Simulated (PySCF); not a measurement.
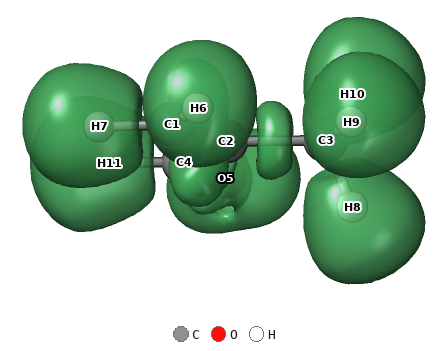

Figure 1: C4H6O (methacrolein). Isosurface of the ELF at 0.75 (green), seen from one side. Core shells and regions of very low density are left out.

Geometry: PBE0-D3(BJ)/def2-SVP.

These are results of PySCF, CAM-B3LYP/def2-SVPD, SCF density, gas phase, not measurements.

```tsv
atom	x (Å)	y (Å)	z (Å)
C	-0.1385	1.2139	-0.8548
C	0.0487	0.1169	-0.1065
C	-0.9807	-0.5275	0.7617
C	1.3879	-0.5168	-0.1332
O	1.6801	-1.4980	0.5030
H	-1.0965	1.7398	-0.8849
H	0.6758	1.6185	-1.4646
H	-1.1691	-1.5603	0.4291
H	-1.9274	0.0288	0.7543
H	-0.6134	-0.6040	1.7967
H	2.1331	-0.0112	-0.8011
```

### Describe the localisation domains.

The ELF exceeds this value in three regions between bonded C–C atoms (shared pairs), six regions around hydrogen nuclei and one region on O in which the atom's valence shell and bonds are merged. Along the contacts the grid gives the following. C–O (1.21 Å): the ELF peaks at about 0.90 between the atoms; a multiple bond. C–C (1.34 Å): the ELF peaks at about 0.95 between the atoms: a short, multiple covalent bond.
